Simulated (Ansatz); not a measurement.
# CH2BN: vertical energies of changing the electron count from a Python script

What does it cost to change the electron count of CH2BN? Wanted for CH2BN: vertical energies of changing the electron count.

All numbers are computed with Ansatz 0.2.0 through its Python package. Level of theory: CAM-B3LYP/cc-pVTZ.

## 1. The structure

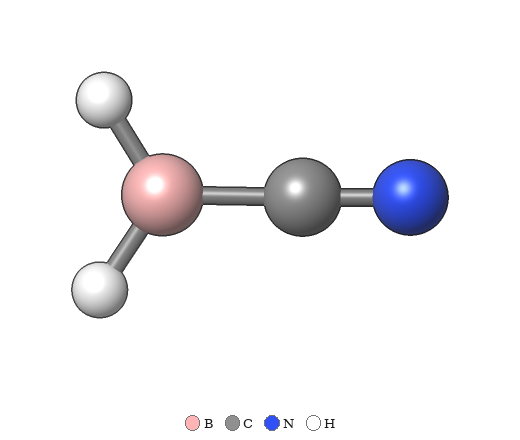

The starting structure, viewed from a chosen angle; boron pink, carbon grey, nitrogen blue, hydrogen white.

The script holds or builds the structure itself.

## 2. The code

ch2bn_ip.py

```python
# -*- coding: utf-8 -*-
"""Vertical ionisation energy of CH2BN."""

import ansatz as az
from ase import Atoms


def energy(molecule, charge=0, unpaired=0):
    calc = molecule.calculation().basis(gaussian="cc-pVTZ").functional("CAM-B3LYP")
    if charge:
        calc = calc.charge(charge)
    if unpaired:
        calc = calc.spin("collinear", total=unpaired)
    report = calc.run().report
    if report["published_state_doubts"]:
        print("  doubts:", report["published_state_doubts"])
    return report["free_energy_ev"]


def main():
    atoms = Atoms(["B", "C", "N", "H", "H"], positions=[
        (-0.188, 0.4031, -0.3264),
        (0.3549, -0.6971, 0.4935),
        (0.7747, -1.5545, 1.1088),
        (-0.7384, 0.2199, -1.3449),
        (-0.1534, 1.555, 0.0276),
    ])
    molecule = az.Crystal.molecule_from_ase(atoms)

    # total-energy differences at one geometry
    parent = energy(molecule, 0, 0)
    cation = energy(molecule, 1, 1)
    print(f"E(N)   = {parent:.5f} eV")
    print(f"E(N-1) = {cation:.5f} eV  (1 unpaired)")
    print(f"vertical ionisation energy {cation - parent:.3f} eV")


if __name__ == "__main__":
    main()
```

## 3. The run

Started as:

```
$ python ch2bn_ip.py
```

Standard output:

```text
E(N)   = -3233.90194 eV
E(N-1) = -3221.45981 eV  (1 unpaired)
vertical ionisation energy 12.442 eV
```

It took 6 s on 1 thread of Intel Xeon Platinum 8375C at 2.90GHz (Ice Lake), shared host; peak memory 0.27 GiB.

## 4. What each run gave

The 2 runs, in the order started:

```tsv
run	system	unpaired or total moment	energy (eV)	<S²>	SCF cycles	CPU time (s)
1	CH2BN	not set	-3233.9019	0.00	14	1.3
2	CH2BN, charge +1	1	-3221.4598	0.77	36	4.2
```

Totals carry meaning only in balanced differences at one level of theory.

## 5. Summary of results

| quantity | value |
| --- | --- |
| vertical ionisation energy | 12.442 eV |
| runs compared | 2 |

What this shows: The ionisation energy is a difference of two total energies at the neutral geometry. At this unrelaxed geometry removing an electron costs 12.44 eV. The geometry is a force-field or estimated start, not a minimum of this method, and the basis set is short of its limit. All parts are taken at fixed geometry, without zero-point energy. At an unrelaxed start these energies can be a whole eV from those at the minimum, and a small affinity can change sign.
